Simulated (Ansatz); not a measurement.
# One shape, several levels: HO2 (hydroperoxy)

We compute a comparison of 5 runs (UB3LYP/STO-3G, UPBE/STO-3G, UPBE0/STO-3G, USVWN5/STO-3G, RPA@PBE/STO-3G) of HO2 (hydroperoxy). 

The calculation is run with Ansatz 0.2.0.

51 further runs of the same task are left out: 16 that didn't finish, 35 set aside as unsound or not needed.

**1. The molecule**

HO2 has 3 atoms, charge 0, and is taken as a doublet. SMILES: `[O]O`. The O2–O1 distance was set to 2.605 Å, away from the relaxed value. At this shape a bond of the SMILES string is far longer than usual.

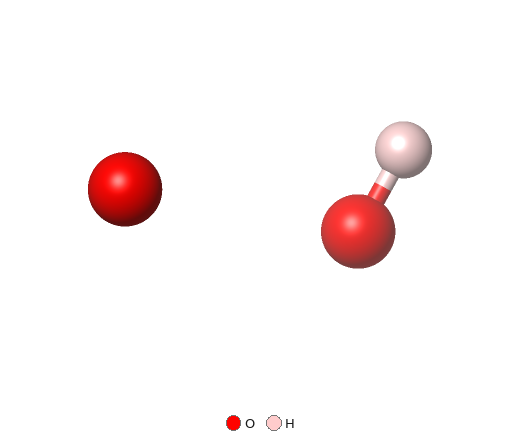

Viewed from a chosen angle; oxygen red, hydrogen pink.

**2. A single-point energy at UB3LYP/STO-3G (run 1)**

run.yaml

```yaml
basis:
  gaussian:
    orbitals: STO-3G
crystal:
  periodic: [false, false, false]
  atoms:
    - {symbol: O, position_ang: [-0.493106, 2.241535, -0.019893]}
    - {symbol: O, position_ang: [-0.239810, -0.346560, -0.168450]}
    - {symbol: H, position_ang: [0.606270, -0.600950, 0.262620]}
magnetization:
  spin_polarized: true
  initial_magnetization: 1
hamiltonian:
  xc: {name: B3LYP}
accuracy: high
```

The run is started by

```console
$ ansatz run run.yaml --threads 1 --pin off --max-ram 2610MiB --events-out events.jsonl --progress --plain --runs-dir runs
```

Output:

```text
Warning: RAYON_NUM_THREADS=1 ignored (pool sized by the plan → 1); use --threads N
Functional definition: B3LYP
  name "B3LYP"
  parameter a0 = 0.2
  parameter ax = 0.72
  parameter ac = 0.81
  exchange = (1 - a0 - ax)*slater_x + ax*b88_x + a0*exact_x
  correlation = (1 - ac)*vwn_rpa_c + ac*lyp_c
161 factors; integrals over basis functions are off by at most 3.3e-8 eV
mean field evaluation 1: about -4038.3895 eV, gradient 2.4e1 eV
mean field evaluation 2: about -3976.4395 eV, gradient 4.0e1 eV
mean field evaluation 4: about -4033.1257 eV, gradient 2.3e1 eV
mean field evaluation 8: about -4046.1544 eV, gradient 1.7e0 eV
mean field evaluation 16: about -4046.2702 eV, gradient 1.8e-3 eV
mean field evaluation 32: about -4046.2700 eV, gradient 8.6e-2 eV
mean field evaluation 64: about -4046.2653 eV, gradient 1.7e-1 eV
mean field -4046.27023741 eV, -148.6976885643 hartree, gradient 2.1e-9 eV, S^2 1.733579; 6 other end points of the search recorded, 0 dependent functions left out
reference -4046.27025658 eV, -148.6976892687 hartree; 9, 8 occupied and 2, 3 virtual orbitals, 161 factors
Total energy: -4046.27025658 eV, -148.6976892687 hartree
```

Run time: 4.5 s. Hardware: 1 thread of Arm Neoverse V2, shared host; peak memory 0.093 GiB.

**3. A single-point energy at UPBE/STO-3G (run 2)**

job.yaml

```yaml
crystal:
  periodic: [false, false, false]
  atoms:
    - {symbol: O, position_ang: [-0.493106, 2.241535, -0.019893]}
    - {symbol: O, position_ang: [-0.239810, -0.346560, -0.168450]}
    - {symbol: H, position_ang: [0.606270, -0.600950, 0.262620]}
basis:
  gaussian: {orbitals: STO-3G}
magnetization: {spin_polarized: true, initial_magnetization: 1}
hamiltonian: {xc: {name: PBE}}
accuracy: high
```

The run is started by

```console
$ ansatz run job.yaml --threads 1 --pin off --max-ram 2610MiB --events-out events.jsonl --progress --plain --runs-dir runs
```

Output, shortened:

```text
Warning: RAYON_NUM_THREADS=1 ignored (pool sized by the plan → 1); use --threads N
Functional definition: PBE
  name "PBE"
[...]
161 factors; integrals over basis functions are off by at most 3.3e-8 eV
[...]
mean field -4041.63558395 eV, -148.5273681913 hartree, gradient 8.1e-9 eV, S^2 1.721133; 22 other end points of the search recorded, 0 dependent functions left out
reference -4041.63558513 eV, -148.5273682345 hartree; 9, 8 occupied and 2, 3 virtual orbitals, 161 factors
Total energy: -4041.63558513 eV, -148.5273682345 hartree
```

It took 15 s on 1 thread of Arm Neoverse V2, shared host; peak memory 0.094 GiB.

Run 3 isn't shown in full; the table further down has it.

**4. A single-point energy at USVWN5/STO-3G (run 4)**

job.yaml

```yaml
crystal:
  periodic: [false, false, false]
  atoms:
    - symbol: O
      position_ang: [-0.493106, 2.241535, -0.019893]
    - symbol: O
      position_ang: [-0.239810, -0.346560, -0.168450]
    - symbol: H
      position_ang: [0.606270, -0.600950, 0.262620]
basis:
  gaussian: {orbitals: STO-3G}
magnetization: {spin_polarized: true, initial_magnetization: 1}
hamiltonian: {xc: {name: SVWN5}}
accuracy: high
```

The run is started by

```console
$ ansatz run job.yaml --threads 1 --pin off --max-ram 2610MiB --events-out events.jsonl --progress --plain --runs-dir runs
```

Output, shortened:

```text
Warning: RAYON_NUM_THREADS=1 ignored (pool sized by the plan → 1); use --threads N
Functional definition: SVWN5
  name "SVWN5"
[...]
161 factors; integrals over basis functions are off by at most 3.3e-8 eV
[...]
mean field -4014.58586606 eV, -147.5333093938 hartree, gradient 9.1e-9 eV, S^2 1.715581; 22 other end points of the search recorded, 0 dependent functions left out
reference -4014.58586719 eV, -147.5333094350 hartree; 9, 8 occupied and 2, 3 virtual orbitals, 161 factors
Total energy: -4014.58586719 eV, -147.5333094350 hartree
```

It took 4.5 s on 1 thread of Arm Neoverse V2, shared host.

**5. The energy at RPA@PBE/STO-3G (run 5)**

job.yaml: that of step 4 with these lines changed.

```diff
@@ -10,5 +10,12 @@
 basis:
-  gaussian: {orbitals: STO-3G}
-magnetization: {spin_polarized: true, initial_magnetization: 1}
-hamiltonian: {xc: {name: SVWN5}}
+  gaussian:
+    orbitals: STO-3G
+magnetization:
+  spin_polarized: true
+  initial_magnetization: 1
+hamiltonian:
+  xc: pbe
+correlation:
+  method: rpa
+  frozen_orbitals: {H: 0, O: 1}
 accuracy: high
```

The run is started by

```console
$ ansatz run job.yaml --threads 1 --pin off --max-ram 2610MiB --events-out events.jsonl --progress --plain --runs-dir runs
```

Output, shortened:

```text
Warning: RAYON_NUM_THREADS=1 ignored (pool sized by the plan → 1); use --threads N
[... 2 set-up lines as earlier in the session ...]
[...]
161 factors; integrals over basis functions are off by at most 3.3e-8 eV
[...]
mean field -4041.63558395 eV, -148.5273681913 hartree, gradient 1.2e-8 eV, S^2 1.721133; 22 other end points of the search recorded, 0 dependent functions left out
2 core orbitals not correlated: weight in the atoms' cores, before any rotation towards them, 1.000 or more for the frozen orbitals, at most 0.000 for the correlated occupied ones
reference -4031.43695006 eV, -148.1525753085 hartree; 7, 6 occupied and 2, 3 virtual orbitals, 161 factors
Total energy: -4034.14115109 eV, -148.2519528635 hartree
```

Run time: 20 s. Hardware: 1 thread of Arm Neoverse V2, shared host; peak memory 0.094 GiB.

**6. Overview of the runs**

| run | level | frozen core orbitals | energy (Eh) | ⟨S²⟩ | wall time |
| --- | --- | --- | --- | --- | --- |
| 1 | UB3LYP/STO-3G | – | -148.697689 | 1.734 | 4.5 s |
| 2 | UPBE/STO-3G | – | -148.527368 | 1.721 | 15 s |
| 3 | UPBE0/STO-3G | – | -148.575110 | 1.738 | 4.2 s |
| 4 | USVWN5/STO-3G | – | -147.533309 | 1.716 | 4.5 s |
| 5 | RPA@PBE/STO-3G | 2 | -148.251953 | 1.721 | 20 s |

**7. Outcome**

| quantity | value |
| --- | --- |
| run 5: total energy | -148.25195 Eh |
| run 5: RPA correlation energy (valence) | -99.4 mEh |
| run 5: ⟨S²⟩ of the reference determinant | 1.721 |

What this shows: Totals of different functionals can't be ranked against each other. In runs 1, 2, 3, 4, 5 the basis is minimal, so the values are rough. Spin contamination of the reference: run 3 ⟨S²⟩ = 1.74, run 1 ⟨S²⟩ = 1.73, run 5 ⟨S²⟩ = 1.72, run 2 ⟨S²⟩ = 1.72, run 4 ⟨S²⟩ = 1.72. Where it is this large, the reference is a mixture of spin states, and values that rest on it are in doubt. All runs together took 48 s, the longest 20 s.
